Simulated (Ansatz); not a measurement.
**SiHCl2OF (SMILES O[Si](F)(Cl)Cl) at r2SCAN/def2-SVP**

What is the vertical singlet–triplet gap of SiHCl2OF at r2SCAN/def2-SVP? 

The calculation is run with Ansatz 0.2.0.

126 further runs of the same task are left out: 126 set aside as unsound or not needed.

## 1. The molecule

The species is SiHCl2OF (6 atoms), meant as a singlet with charge 0. As SMILES, `O[Si](F)(Cl)Cl`. The coordinates come from a PBE0-D4/def2-TZVP relaxation. This is one conformer, not always the lowest.

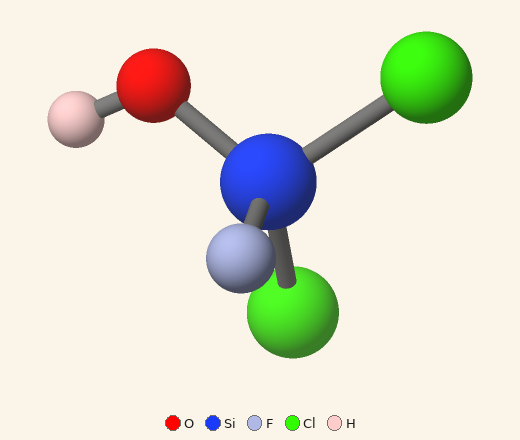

The structure, seen from a chosen angle (oxygen red, silicon blue, fluorine light blue, chlorine green, hydrogen pink).

## 2. A single-point energy at r2SCAN/def2-SVP

File job.yaml:

```yaml
crystal:
  periodic: [false, false, false]
  atoms:
    - symbol: O
      position_ang: [-0.507700, 0.453700, 1.122500]
    - symbol: Si
      position_ang: [0.219500, 0.013400, -0.247400]
    - symbol: F
      position_ang: [1.583200, -0.726700, 0.044400]
    - symbol: Cl
      position_ang: [-0.921300, -1.272900, -1.319600]
    - symbol: Cl
      position_ang: [0.618000, 1.683900, -1.294500]
    - symbol: H
      position_ang: [-0.949600, -0.215500, 1.648500]
basis:
  gaussian:
    orbitals: def2-SVP
output:
  orbitals: {seedname: orbitals}
hamiltonian:
  xc: r2scan
accuracy: high
```

On the command line:

```console
ansatz run job.yaml --threads 1 --pin off --max-ram 3480MiB --events-out events.jsonl --progress --plain --runs-dir runs
```

Log:

```text
Warning: RAYON_NUM_THREADS=1 ignored (pool sized by the plan → 1); use --threads N
Functional definition: r2SCAN
  name "r2SCAN"
  parameter k0 = 0.174
  parameter k1 = 0.065
  parameter a1 = 4.9479
  exchange = r2scan_x(k0 = k0, k1 = k1, a1 = a1)
  correlation = r2scan_c
1703 factors; integrals over basis functions are off by at most 3.7e-9 eV
mean field evaluation 1: about -37685.2080 eV, gradient 5.7e1 eV
mean field evaluation 2: about -37671.8123 eV, gradient 1.0e2 eV
mean field evaluation 4: about -37690.4446 eV, gradient 4.6e0 eV
mean field evaluation 8: about -37690.4747 eV, gradient 9.1e-2 eV
mean field evaluation 16: about -37690.4747 eV, gradient 8.3e-6 eV
mean field -37690.47468903 eV, -1385.0993973005 hartree, gradient 3.7e-8 eV, S^2 0.000000; 0 other end points of the search recorded, 0 dependent functions left out
reference -37690.47468958 eV, -1385.0993973208 hartree; 33, 33 occupied and 54, 54 virtual orbitals, 1703 factors
Total energy: -37690.47468958 eV, -1385.0993973208 hartree
```

Run time: 6 s. Hardware: 1 thread of AMD EPYC 9R45 (Zen 5), shared host; peak memory 0.27 GiB.

## 3. The triplet at the same level

File input.yaml:

```yaml
crystal:
  periodic: [false, false, false]
  atoms:
    - {symbol: O, position_ang: [-0.507700, 0.453700, 1.122500]}
    - {symbol: Si, position_ang: [0.219500, 0.013400, -0.247400]}
    - {symbol: F, position_ang: [1.583200, -0.726700, 0.044400]}
    - {symbol: Cl, position_ang: [-0.921300, -1.272900, -1.319600]}
    - {symbol: Cl, position_ang: [0.618000, 1.683900, -1.294500]}
    - {symbol: H, position_ang: [-0.949600, -0.215500, 1.648500]}
basis:
  gaussian:
    orbitals: def2-SVP
magnetization:
  spin_polarized: true
  initial_magnetization: 2
hamiltonian:
  xc: r2scan
accuracy: high
output: {orbitals: {seedname: orbitals}}
```

On the command line:

```console
ansatz run input.yaml --threads 1 --pin off --max-ram 3480MiB --events-out events.jsonl --progress --plain --runs-dir runs
```

Log, shortened:

```text
Warning: RAYON_NUM_THREADS=1 ignored (pool sized by the plan → 1); use --threads N
[... 2 set-up lines as earlier in the session ...]
[...]
1703 factors; integrals over basis functions are off by at most 3.7e-9 eV
[...]
mean field -37682.36850148 eV, -1384.8015004025 hartree, gradient 5.2e-8 eV, S^2 2.004119; 10 other end points of the search recorded, 0 dependent functions left out
reference -37682.36850309 eV, -1384.8015004620 hartree; 34, 32 occupied and 53, 55 virtual orbitals, 1703 factors
Total energy: -37682.36850309 eV, -1384.8015004620 hartree
```

It took 28 s on 1 thread of AMD EPYC 9R45 (Zen 5), shared host; peak memory 0.44 GiB.

## 4. Results

At r2SCAN/def2-SVP:

```
                                        quantity           value
                           singlet: total energy  -1385.09940 Eh
                            singlet: HOMO energy        -8.39 eV
                            singlet: LUMO energy         0.15 eV
                          singlet: HOMO–LUMO gap         8.54 eV
                           triplet: total energy  -1384.80150 Eh
     triplet: HOMO energy (highest over α and β)        -1.00 eV
                                   triplet: ⟨S²⟩           2.004
vertical energy of the triplet above the singlet        8.106 eV
```

In words: At this shape the triplet lies 8.11 eV (782 kJ/mol) above the singlet.
